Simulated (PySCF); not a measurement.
Si(Cl)(I)(OH)2, H₂ClIO₂Si, SMILES O[Si](O)(I)Cl at its PBE0/def2-SVP optimised geometry (Å):

```
7

O      1.3306    -0.8568     0.0000
Si    -0.3045    -0.8568     0.0000
O     -0.8372     0.6960     0.0000
Cl    -0.8781    -1.8700    -1.6785
I     -1.2186    -2.0060     1.9575
H      1.7675    -0.3276     0.6756
H     -1.7675     0.8568     0.1875
```

Computed with PBE0/def2-TZVP, def2 effective core potentials past Kr run with PySCF. The core electrons that the potentials of I replace are not part of the density.

Map of the deformation density (molecule minus spherical neutral atoms) (e/bohr³) on the plane z = 0.6 Å:

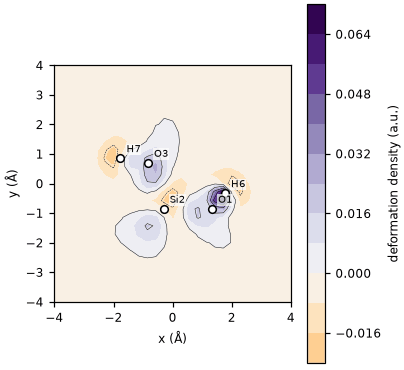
Deformation density (molecule minus spherical neutral atoms) (e/bohr³) on the plane z = 0.6 Å.
